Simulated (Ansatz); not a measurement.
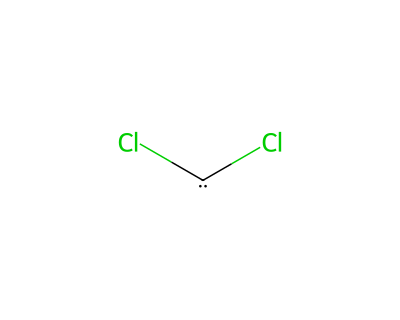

(Drawn from a calculation with Ansatz.)

A structural formula.

Transcribe the drawing into SMILES.

Cl[C]Cl

What is the molecular formula?

CCl2.

An optimisation with PBE0-D4/def2-TZVP gave a structure of which point group?

C2v.
